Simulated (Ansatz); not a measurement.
# BCl₃H₂O: a spread of methods and bases

How do the results and run time of BCl₃H₂O respond when the settings are drawn wide?

Program: Ansatz 0.2.0, Gaussian basis. Level of theory: the settings change from run to run. These are calculated values, not measurements.

## 1. The geometry

An earlier PBE0-D4 in a triple-zeta def2 set relaxation fixed the geometry.

SMILES `[OH2+][B-](Cl)(Cl)Cl`, 7 atoms, charge 0, spin multiplicity 1.

Atoms are counted from 1 here; the program's logs count them from 0.

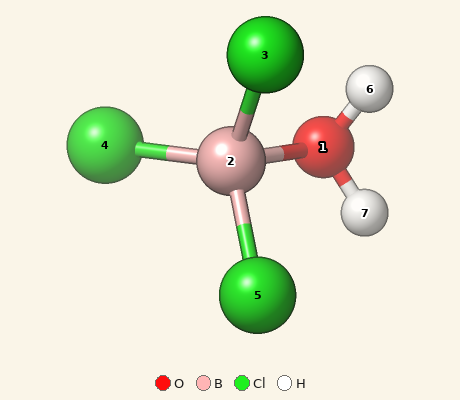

The structure; oxygen red, boron pink, chlorine green, hydrogen white; atoms are numbered from 1 in the order of the file.

Coordinates:

```xyz
7
BCl3H2O
O    -0.1784    0.4588    0.9230
B    -0.1124   -0.3529   -0.5193
Cl    1.2282   -1.5494   -0.2281
Cl   -1.7322   -1.0768   -0.7509
Cl    0.3084    0.9744   -1.6922
H     0.5195    0.0901    1.4869
H     0.0282    1.3878    0.7350
```

## 2. RPA/def2-mTZVP

This run has atoms shaken by 0.08 Å, a point charge of 2.00 e beside it.

in.yaml reads:

```yaml
crystal:
  periodic: [false, false, false]
  atoms:
    - {symbol: O, position_ang: [-0.194313, 0.552375, 0.919027]}
    - {symbol: B, position_ang: [-0.086895, -0.371189, -0.565032]}
    - {symbol: Cl, position_ang: [1.192994, -1.585202, -0.278531]}
    - {symbol: Cl, position_ang: [-1.578905, -1.001211, -0.596220]}
    - {symbol: Cl, position_ang: [0.332581, 0.854683, -1.902935]}
    - {symbol: H, position_ang: [0.349749, 0.053654, 1.558454]}
    - {symbol: H, position_ang: [-0.050406, 1.403736, 0.716752]}
basis:
  gaussian: {orbitals: def2-mTZVP, point_charges: [{charge: 2.00, position_ang: [4.713, -0.098, 0.141]}]}
hamiltonian: {xc: {name: HF}}
correlation: {method: rpa}
```

The run is started by

```bash
$ ansatz run in.yaml --threads 2 --pin off --events-out ev --progress --plain --max-ram 20480MiB --backend cpu
```

Standard output:

```text
Functional definition: HF
  name "HF"
  cite "Fock, Z. Phys. 61, 126 (1930) doi:10.1007/BF01340294"
  parent pbe
  exchange = exact_x
  correlation = 0
1014 factors; integrals over basis functions are off by at most 1.0e-3 eV
mean field evaluation 1: about -40253.5371 eV, gradient 3.1e1 eV
mean field evaluation 2: about -40253.5913 eV, gradient 3.2e1 eV
mean field evaluation 4: about -40255.8125 eV, gradient 3.0e0 eV
mean field evaluation 8: about -40255.8483 eV, gradient 1.9e-1 eV
mean field -40255.84854179 eV, -1479.3751475168 hartree, gradient 1.5e-6 eV, S^2 0.000000; 0 other end points of the search recorded, 0 dependent functions left out
17 core orbitals not correlated: weight in the atoms' cores, before any rotation towards them, 1.000 or more for the frozen orbitals, at most 0.000 for the correlated occupied ones
reference -40255.84854179 eV, -1479.3751475168 hartree; 16, 16 occupied and 82, 82 virtual orbitals, 1014 factors
Total energy: -40277.50950341 eV, -1480.1711731737 hartree
```

It took 2.1 s on 2 threads of AMD EPYC 7R13, shared host.

## 3. LC-wPBE/def2-SVP

Set apart from the defaults: multiplicity 3, the search for lower states set to full.

in.yaml reads:

```yaml
crystal:
  periodic: [false, false, false]
  atoms:
    - {symbol: O, position_ang: [-0.178450, 0.458837, 0.922983]}
    - {symbol: B, position_ang: [-0.112412, -0.352861, -0.519350]}
    - {symbol: Cl, position_ang: [1.228175, -1.549360, -0.228094]}
    - {symbol: Cl, position_ang: [-1.732217, -1.076764, -0.750851]}
    - {symbol: Cl, position_ang: [0.308435, 0.974362, -1.692198]}
    - {symbol: H, position_ang: [0.519505, 0.090063, 1.486858]}
    - {symbol: H, position_ang: [0.028163, 1.387823, 0.734953]}
basis:
  gaussian: {orbitals: def2-SVP}
magnetization: {spin_polarized: true, initial_magnetization: 2}
hamiltonian: {xc: {name: LC-wPBE}}
scf: {lower_state_search: full}
```

Same command.

Standard output, cut to the lines that bear on the results:

```text
Functional definition: LC-wPBE
  name "LC-wPBE"
  cite "Vydrov & Scuseria, J. Chem. Phys. 125, 234109 (2006) doi:10.1063/1.2409292"
  cite "Heyd & Scuseria, J. Chem. Phys. 120, 7274 (2004) doi:10.1063/1.1668634"
  cite "Ernzerhof & Perdew, J. Chem. Phys. 109, 3313 (1998) doi:10.1063/1.476928"
  cite "Perdew, Burke & Ernzerhof, Phys. Rev. Lett. 77, 3865 (1996) doi:10.1103/PhysRevLett.77.3865"
  parent pbe
[...]
998 factors; their error is unknown
274 factors; integrals over basis functions are off by at most 1.4e-5 eV
[...]
mean field -40293.41335798 eV, -1480.7556290493 hartree, gradient 5.8e-6 eV, S^2 2.008953; 10 other end points of the search recorded, 0 dependent functions left out
reference -40293.41335799 eV, -1480.7556290496 hartree; 34, 32 occupied and 58, 60 virtual orbitals, 998 factors
Total energy: -40293.41335799 eV, -1480.7556290496 hartree
```

Wall time 23 s (2 threads of AMD EPYC 7R13, shared host); peak memory 0.31 GiB.

⟨S²⟩ 2.009.

## 4. wB97X/cc-pVTZ

Edit in.yaml of step 3 so:

```diff
@@ -11,5 +11,4 @@
 basis:
-  gaussian: {orbitals: def2-SVP}
-magnetization: {spin_polarized: true, initial_magnetization: 2}
-hamiltonian: {xc: {name: LC-wPBE}}
-scf: {lower_state_search: full}
+  gaussian: {orbitals: cc-pVTZ}
+hamiltonian: {xc: {name: wB97X}}
+output: {forces: true}
```

The command is unchanged.

Standard output, cut to the lines that bear on the results:

```text
Functional definition: wB97X
  name "wB97X"
  cite "Chai & Head-Gordon, J. Chem. Phys. 128, 084106 (2008) doi:10.1063/1.2834918"
  cite "Becke, J. Chem. Phys. 107, 8554 (1997) doi:10.1063/1.475007"
[...]
  # The coefficients of nought are those of the uniform gas.
[...]
      + exact_x_lr(omega)
[...]
      + integral(e_c_pw_opposite_spin*poly(b97_u_opposite, 1, cos1, cos2, cos3, cos4))
1354 factors; their error is unknown
229 factors; integrals over basis functions are off by at most 2.6e-5 eV
[...]
mean field -40329.45899468 eV, -1482.0802817654 hartree, gradient 1.1e-5 eV, S^2 0.000000; 0 other end points of the search recorded, 0 dependent functions left out
[...]
reference -40329.45896738 eV, -1482.0802807619 hartree; 33, 33 occupied and 157, 157 virtual orbitals, 1354 factors
Total energy: -40329.45896738 eV, -1482.0802807619 hartree
Atom 0 at    -0.178450     0.458837     0.922983 Å, force     0.133271     0.099768     0.084642 eV/Å
Atom 1 at    -0.112412    -0.352861    -0.519350 Å, force     0.007369    -0.045032    -0.081473 eV/Å
Atom 2 at     1.228175    -1.549360    -0.228094 Å, force     0.063460    -0.055576     0.015480 eV/Å
Atom 3 at    -1.732217    -1.076764    -0.750851 Å, force    -0.113867    -0.049446    -0.013797 eV/Å
Atom 4 at     0.308435     0.974362    -1.692198 Å, force     0.020084     0.063832    -0.053485 eV/Å
Atom 5 at     0.519505     0.090063     1.486858 Å, force    -0.087952     0.080362    -0.026113 eV/Å
Atom 6 at     0.028163     1.387823     0.734953 Å, force    -0.022365    -0.093909     0.074747 eV/Å
Dipole moment:     0.230150     0.559265     0.813729 e Å
```

It took 10 s on 2 threads of AMD EPYC 7R13, shared host; peak memory 0.71 GiB.

Largest force 0.187 eV/Å, dipole 4.87 D.

## 5. PBE-QIDH/def2-SVPD

Set apart from the defaults: the search for lower states set to full.

Edit in.yaml of step 4 so:

```diff
@@ -11,4 +11,5 @@
 basis:
-  gaussian: {orbitals: cc-pVTZ}
-hamiltonian: {xc: {name: wB97X}}
+  gaussian: {orbitals: def2-SVPD}
+hamiltonian: {xc: {name: PBE-QIDH}}
+scf: {lower_state_search: full}
 output: {forces: true}
```

Same command.

Standard output, cut to the lines that bear on the results:

```text
Functional definition: PBE-QIDH
  name "PBE-QIDH"
  cite "Brémond, Sancho-García, Pérez-Jiménez & Adamo, J. Chem. Phys. 141, 031101 (2014) doi:10.1063/1.4890314"
  cite "Perdew, Burke & Ernzerhof, Phys. Rev. Lett. 77, 3865 (1996) doi:10.1103/PhysRevLett.77.3865"
[...]
1313 factors; integrals over basis functions are off by at most 9.9e-4 eV
[...]
mean field -40282.63013525 eV, -1480.3593529231 hartree, gradient 1.9e-6 eV, S^2 0.000000; 0 other end points of the search recorded, 0 dependent functions left out
17 core orbitals not correlated: weight in the atoms' cores, before any rotation towards them, 1.000 or more for the frozen orbitals, at most 0.000 for the correlated occupied ones
reference -40282.63015075 eV, -1480.3593534927 hartree; 16, 16 occupied and 107, 107 virtual orbitals, 1313 factors
second order -22.88076463 eV of doubles, -0.00000000 eV of singles
[...]
Total energy: -40290.25707229 eV, -1480.6396376896 hartree
Atom 0 at    -0.178450     0.458837     0.922983 Å, force     0.188877     0.004526    -0.115854 eV/Å
Atom 1 at    -0.112412    -0.352861    -0.519350 Å, force    -0.010246     0.059804     0.110867 eV/Å
Atom 2 at     1.228175    -1.549360    -0.228094 Å, force     0.029009    -0.021805     0.005542 eV/Å
Atom 3 at    -1.732217    -1.076764    -0.750851 Å, force    -0.067332    -0.030715    -0.010723 eV/Å
Atom 4 at     0.308435     0.974362    -1.692198 Å, force     0.011504     0.026767    -0.021889 eV/Å
Atom 5 at     0.519505     0.090063     1.486858 Å, force    -0.115753     0.086518    -0.045245 eV/Å
Atom 6 at     0.028163     1.387823     0.734953 Å, force    -0.036060    -0.125095     0.077302 eV/Å
Dipole moment:     0.233160     0.550387     0.796572 e Å
```

It took 9.5 s on 2 threads of AMD EPYC 7R13, shared host; peak memory 0.54 GiB.

Largest force 0.222 eV/Å, dipole 4.78 D.

## 6. r2SCAN/cc-pVTZ-DK

Set apart from the defaults: atoms shaken by 0.03 Å, a point charge of 1.00 e beside it, D4 dispersion.

in.yaml reads:

```yaml
crystal:
  periodic: [false, false, false]
  atoms:
    - {symbol: O, position_ang: [-0.128975, 0.448883, 0.929005]}
    - {symbol: B, position_ang: [-0.110091, -0.315804, -0.506667]}
    - {symbol: Cl, position_ang: [1.215237, -1.565376, -0.217749]}
    - {symbol: Cl, position_ang: [-1.750365, -1.047693, -0.719932]}
    - {symbol: Cl, position_ang: [0.332877, 0.939942, -1.708787]}
    - {symbol: H, position_ang: [0.538444, 0.074175, 1.465639]}
    - {symbol: H, position_ang: [0.002228, 1.400211, 0.714915]}
basis:
  gaussian: {orbitals: cc-pVTZ-DK, point_charges: [{charge: 1.00, position_ang: [4.276, 0.640, -0.363]}]}
hamiltonian: {xc: {name: r2SCAN}, dispersion: d4}
```

Same command.

Standard output:

```text
Functional definition: r2SCAN
  name "r2SCAN"
  cite "Furness, Kaplan, Ning, Perdew & Sun, J. Phys. Chem. Lett. 11, 8208 (2020) doi:10.1021/acs.jpclett.0c02405"
  cite "Furness, Kaplan, Ning, Perdew & Sun, J. Phys. Chem. Lett. 11, 9248 (2020) doi:10.1021/acs.jpclett.0c03077"
  parent r2scan
  parameter k0 = 0.174
  parameter k1 = 0.065
  parameter a1 = 4.9479
  exchange = r2scan_x(k0 = k0, k1 = k1, a1 = a1)
  correlation = r2scan_c
1334 factors; their error is unknown
mean field evaluation 1: about -40440.2111 eV, gradient 4.7e1 eV
mean field evaluation 2: about -40434.8363 eV, gradient 7.2e1 eV
mean field evaluation 4: about -40443.7706 eV, gradient 2.1e0 eV
mean field evaluation 8: about -40443.7819 eV, gradient 5.7e-2 eV
mean field evaluation 16: about -40443.7408 eV, gradient 7.0e-5 eV
mean field -40443.74082195 eV, -1486.2800614546 hartree, gradient 7.0e-5 eV, S^2 0.000000; 0 other end points of the search recorded, 0 dependent functions left out
reference -40443.74083110 eV, -1486.2800617906 hartree; 33, 33 occupied and 157, 157 virtual orbitals, 1334 factors
Total energy: -40443.79080863 eV, -1486.2818984313 hartree
Relativity: scalar
```

Run time: 4.6 s. Hardware: 2 threads of AMD EPYC 7R13, shared host; peak memory 0.3 GiB.

## 7. B3LYP/aug-cc-pVTZ

Options: unrestricted orbitals, coordinates scaled by 0.96, finite nuclei, a point charge of -1.00 e beside it, D3(BJ) dispersion.

in.yaml reads:

```yaml
crystal:
  periodic: [false, false, false]
  atoms:
    - {symbol: O, position_ang: [-0.171312, 0.440483, 0.886063]}
    - {symbol: B, position_ang: [-0.107915, -0.338746, -0.498576]}
    - {symbol: Cl, position_ang: [1.179048, -1.487385, -0.218970]}
    - {symbol: Cl, position_ang: [-1.662929, -1.033694, -0.720817]}
    - {symbol: Cl, position_ang: [0.296098, 0.935388, -1.624510]}
    - {symbol: H, position_ang: [0.498725, 0.086460, 1.427384]}
    - {symbol: H, position_ang: [0.027036, 1.332310, 0.705555]}
basis:
  gaussian: {orbitals: aug-cc-pVTZ, nuclear_model: gaussian, point_charges: [{charge: -1.00, position_ang: [4.672, -0.587, -0.513]}]}
magnetization: {spin_polarized: true, initial_magnetization: 0}
hamiltonian: {xc: {name: B3LYP}, dispersion: d3bj}
```

The run is started by

```bash
$ ansatz run in.yaml --threads 2 --pin off --events-out ev --progress --plain --max-ram 20480MiB --backend cuda --devices 0, --max-vram 18GiB
```

Standard output, cut to the lines that bear on the results:

```text
Functional definition: B3LYP
  name "B3LYP"
  cite "Stephens, Devlin, Chabalowski & Frisch, J. Phys. Chem. 98, 11623 (1994) doi:10.1021/j100096a001"
  cite "Becke, Phys. Rev. A 38, 3098 (1988) doi:10.1103/PhysRevA.38.3098"
  cite "Lee, Yang & Parr, Phys. Rev. B 37, 785 (1988) doi:10.1103/PhysRevB.37.785"
  cite "Vosko, Wilk & Nusair, Can. J. Phys. 58, 1200 (1980) doi:10.1139/p80-159"
[...]
1668 factors; their error is unknown
[...]
mean field -40331.12004394 eV, -1482.1413241999 hartree, gradient 1.1e-5 eV, S^2 0.000000; 0 other end points of the search recorded, 0 dependent functions left out
reference -40331.12032755 eV, -1482.1413346222 hartree; 33, 33 occupied and 255, 255 virtual orbitals, 1668 factors
Total energy: -40331.53031701 eV, -1482.1564014569 hartree
```

Run time: 3.9 s. Hardware: 1 × H100 (card shared with other runs) with 2 threads of AMD EPYC 7R13, shared host; peak host memory 0.89 GiB.

⟨S²⟩ 0.000.

## 8. BHLYP/def2-mTZVPP

Set apart from the defaults: density fitting with cc-pVTZ-jkfit.

in.yaml reads:

```yaml
crystal:
  periodic: [false, false, false]
  atoms:
    - {symbol: O, position_ang: [-0.178450, 0.458837, 0.922983]}
    - {symbol: B, position_ang: [-0.112412, -0.352861, -0.519350]}
    - {symbol: Cl, position_ang: [1.228175, -1.549360, -0.228094]}
    - {symbol: Cl, position_ang: [-1.732217, -1.076764, -0.750851]}
    - {symbol: Cl, position_ang: [0.308435, 0.974362, -1.692198]}
    - {symbol: H, position_ang: [0.519505, 0.090063, 1.486858]}
    - {symbol: H, position_ang: [0.028163, 1.387823, 0.734953]}
basis:
  gaussian: {orbitals: def2-mTZVPP, fitting: {mean_field: cc-pVTZ-jkfit}}
hamiltonian: {xc: {name: BHLYP}}
```

The run is started by

```bash
$ ansatz run in.yaml --threads 2 --pin off --events-out ev --progress --plain --max-ram 20480MiB --backend cpu
```

Standard output:

```text
Functional definition: BHLYP
  name "BHLYP"
  cite "Becke, J. Chem. Phys. 98, 1372 (1993) doi:10.1063/1.464304"
  cite "Becke, Phys. Rev. A 38, 3098 (1988) doi:10.1103/PhysRevA.38.3098"
  cite "Lee, Yang & Parr, Phys. Rev. B 37, 785 (1988) doi:10.1103/PhysRevB.37.785"
  parameter a = 0.5
  exchange = (1 - a)*b88_x + a*exact_x
  correlation = lyp_c
581 factors; integrals over basis functions are off by at most 2.4e-1 eV
mean field evaluation 1: about -40325.8251 eV, gradient 3.4e1 eV
mean field evaluation 2: about -40326.3389 eV, gradient 3.3e1 eV
mean field evaluation 4: about -40327.9377 eV, gradient 1.1e0 eV
mean field evaluation 8: about -40327.9411 eV, gradient 1.7e-2 eV
mean field -40327.94112899 eV, -1482.0245012302 hartree, gradient 3.1e-5 eV, S^2 0.000000; 0 other end points of the search recorded, 0 dependent functions left out
reference -40327.94129798 eV, -1482.0245074405 hartree; 33, 33 occupied and 101, 101 virtual orbitals, 581 factors
Total energy: -40327.94129798 eV, -1482.0245074405 hartree
```

Run time: 1.5 s. Hardware: 2 threads of AMD EPYC 7R13, shared host.

## 9. r2SCANh/def2-SVPD

This run has multiplicity 3, restricted open-shell orbitals, density fitting with cc-pVTZ-jkfit, a grid of angular degree 47, a point charge of 1.00 e beside it.

Edit in.yaml of step 8 so:

```diff
@@ -11,3 +11,5 @@
 basis:
-  gaussian: {orbitals: def2-mTZVPP, fitting: {mean_field: cc-pVTZ-jkfit}}
-hamiltonian: {xc: {name: BHLYP}}
+  gaussian: {orbitals: def2-SVPD, fitting: {mean_field: cc-pVTZ-jkfit}, final_grid: {core_spheres: 20, valence_spheres: 16, degree: 47}, point_charges: [{charge: 1.00, position_ang: [6.193, 0.418, 0.148]}]}
+magnetization: {spin_polarized: false, initial_magnetization: 2}
+hamiltonian: {xc: {name: r2SCANh}}
+output: {forces: true}
```

Same command.

Standard output, cut to the lines that bear on the results:

```text
Functional definition: r2SCANh
  name "r2SCANh"
  cite "Bursch, Neugebauer, Ehlert & Grimme, J. Chem. Phys. 156, 134105 (2022) doi:10.1063/5.0086040"
  cite "Furness, Kaplan, Ning, Perdew & Sun, J. Phys. Chem. Lett. 11, 8208 (2020) doi:10.1021/acs.jpclett.0c02405"
  cite "Furness, Kaplan, Ning, Perdew & Sun, J. Phys. Chem. Lett. 11, 9248 (2020) doi:10.1021/acs.jpclett.0c03077"
  parent r2scan
[...]
581 factors; integrals over basis functions are off by at most 2.1e-1 eV
[...]
mean field -40304.02706554 eV, -1481.1456756080 hartree, gradient 1.4e-5 eV, S^2 2.000000; 12 other end points of the search recorded, 0 dependent functions left out
[...]
reference -40304.02709397 eV, -1481.1456766525 hartree; 34, 32 occupied and 106, 108 virtual orbitals, 581 factors
Total energy: -40304.02709397 eV, -1481.1456766525 hartree
Atom 0 at    -0.178450     0.458837     0.922983 Å, force    -1.481208    -1.378567    -2.074981 eV/Å
Atom 1 at    -0.112412    -0.352861    -0.519350 Å, force     0.445767     1.241597     2.056023 eV/Å
Atom 2 at     1.228175    -1.549360    -0.228094 Å, force    -0.203090    -0.063114    -0.705801 eV/Å
Atom 3 at    -1.732217    -1.076764    -0.750851 Å, force    -0.022799    -0.260887    -0.402648 eV/Å
Atom 4 at     0.308435     0.974362    -1.692198 Å, force    -0.087491    -0.577411    -0.429970 eV/Å
Atom 5 at     0.519505     0.090063     1.486858 Å, force     1.202990    -0.169098     1.259693 eV/Å
Atom 6 at     0.028163     1.387823     0.734953 Å, force     0.394834     1.252840     0.272559 eV/Å
Dipole moment:    -1.310231    -0.178761    -0.463218 e Å
```

Run time: 43 s. Hardware: 2 threads of AMD EPYC 7R13, shared host; peak memory 0.53 GiB.

Largest force 2.898 eV/Å, dipole 6.73 D.

## 10. wB97M-V/pcseg-2

This run has atoms shaken by 0.08 Å.

in.yaml reads:

```yaml
crystal:
  periodic: [false, false, false]
  atoms:
    - {symbol: O, position_ang: [-0.161449, 0.593746, 0.896437]}
    - {symbol: B, position_ang: [-0.157987, -0.359629, -0.579256]}
    - {symbol: Cl, position_ang: [1.301225, -1.638944, -0.228257]}
    - {symbol: Cl, position_ang: [-1.690040, -1.104585, -0.816157]}
    - {symbol: Cl, position_ang: [0.347933, 0.964354, -1.673115]}
    - {symbol: H, position_ang: [0.411341, 0.018428, 1.472486]}
    - {symbol: H, position_ang: [-0.002895, 1.375295, 0.582416]}
basis:
  gaussian: {orbitals: pcseg-2}
hamiltonian: {xc: {name: wB97M-V}}
output: {forces: true}
```

Same command.

Standard output, cut to the lines that bear on the results:

```text
Functional definition: wB97M-V
  name "wB97M-V"
  cite "Mardirossian & Head-Gordon, J. Chem. Phys. 144, 214110 (2016) doi:10.1063/1.4952647"
  cite "Becke, J. Chem. Phys. 107, 8554 (1997) doi:10.1063/1.475007"
  cite "Vydrov & Van Voorhis, J. Chem. Phys. 133, 244103 (2010) doi:10.1063/1.3521275"
  # Of w^i u^j: cxij and so on, Table III.
[...]
  gx(w, u) = 1 - cx + cx01*u + cx10*w
  gss(w, u) = css00 + css04*u^4 + css10*w + css20*w^2 + css43*w^4*u^3
  gos(w, u) = cos00 + cos10*w + (cos20 + cos21*u)*w^2 + (cos60 + cos61*u)*w^6
[...]
      + integral(e_c_pw_mod_opposite_spin*gos(b97_w_opposite, b97_u_opposite)) + vv10(b, c)
1246 factors; their error is unknown
209 factors; integrals over basis functions are off by at most 3.4e-5 eV
[...]
mean field -40326.58406738 eV, -1481.9746301358 hartree, gradient 5.5e-5 eV, S^2 0.000000; 0 other end points of the search recorded, 0 dependent functions left out
[...]
reference -40326.58411237 eV, -1481.9746317892 hartree; 33, 33 occupied and 157, 157 virtual orbitals, 1246 factors
Total energy: -40326.58411237 eV, -1481.9746317892 hartree
Atom 0 at    -0.161449     0.593746     0.896437 Å, force    -2.321242    -9.907964     2.629924 eV/Å
Atom 1 at    -0.157987    -0.359629    -0.579256 Å, force     2.098208    -0.276239     0.669418 eV/Å
Atom 2 at     1.301225    -1.638944    -0.228257 Å, force    -1.333011     1.247098    -0.017737 eV/Å
Atom 3 at    -1.690040    -1.104585    -0.816157 Å, force    -0.971633    -0.406265    -0.007534 eV/Å
Atom 4 at     0.347933     0.964354    -1.673115 Å, force     0.079065     0.177062    -0.628128 eV/Å
Atom 5 at     0.411341     0.018428     1.472486 Å, force    -0.127680     1.821508    -0.645035 eV/Å
Atom 6 at    -0.002895     1.375295     0.582416 Å, force     2.576293     7.344801    -2.000908 eV/Å
Dipole moment:    -0.004120     0.523159     0.646387 e Å
```

It took 11 s on 2 threads of AMD EPYC 7R13, shared host; peak memory 0.65 GiB.

Largest force 10.511 eV/Å, dipole 3.99 D.

## 11. The runs in one table

```csv
level,charge,multiplicity,geometry,functions,energy (eV),time
RPA/def2-mTZVP,0,1,"shaken, point charge",115,-40277.510,2.1 s
LC-wPBE/def2-SVP,0,3,relaxed,92,-40293.413,23 s
wB97X/cc-pVTZ,0,1,relaxed,190,-40329.459,10 s
PBE-QIDH/def2-SVPD,0,1,relaxed,140,-40290.257,9.5 s
r2SCAN/cc-pVTZ-DK,0,1,"shaken, point charge",190,-40443.791,4.6 s
B3LYP/aug-cc-pVTZ,0,1,"scaled, point charge",288,-40331.530,3.9 s
BHLYP/def2-mTZVPP,0,1,relaxed,134,-40327.941,1.5 s
r2SCANh/def2-SVPD,0,3,"relaxed, point charge",140,-40304.027,43 s
wB97M-V/pcseg-2,0,1,shaken,190,-40326.584,11 s
```

## 12. Summary of results

| quantity | value |
| --- | --- |
| runs | 9 |
| quickest | BHLYP/def2-mTZVPP, 1.5 s |
| slowest | r2SCANh/def2-SVPD, 43 s |
| spread of total energies, same state and geometry | 39.2 eV |
| dipole, same state and geometry | 4.78 to 4.87 D |

Run time spans a factor of 28, from BHLYP/def2-mTZVPP to r2SCANh/def2-SVPD. The jobs differ in tasks and options as well as level. Total energies at one charge and spin differ by 39 eV between levels, so only differences within one level mean anything. At the PBE0-D4/def2-TZVP geometry and in the same state, runs without warnings or point charges leave forces up to 0.22 eV/Å (PBE-QIDH/def2-SVPD), against 10.5 eV/Å where the atoms were moved.
